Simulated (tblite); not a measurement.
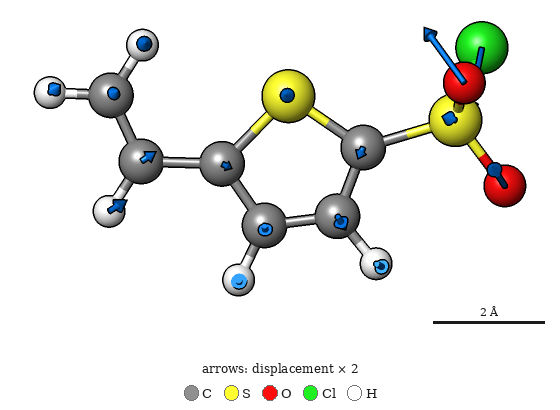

This is a relaxation of C6H5ClO2S2. The starting structure is drawn; blue arrows show the displacements, 2 times their true length. The two geometries are superimposed by the best rigid fit.

The picture is a ball-and-stick view, seen face on.

Computed with GFN2-xTB geometry optimisation, gas phase (tblite). 

What did the optimiser do to the structure, and how much energy did it gain?

The energy falls by 1.342 eV in 104 geometry steps. The atom that moves furthest after the best rigid fit is an O atom (0.74 Å). Largest moves by element: O 0.74 Å, Cl 0.66 Å, H 0.31 Å, C 0.22 Å, S 0.19 Å. Some distances before and after: O–S 1.505 → 1.425 Å, C–C 1.343 → 1.403 Å, C–S 1.649 → 1.709 Å, C–H 1.115 → 1.074 Å. Among the angles between lasting bonds that change: S–C–S 128.8° → 118.1°, C–C–S 133.0° → 122.4°, C–C–S 103.6° → 113.9°. Groups turn about C–S by about 30°.
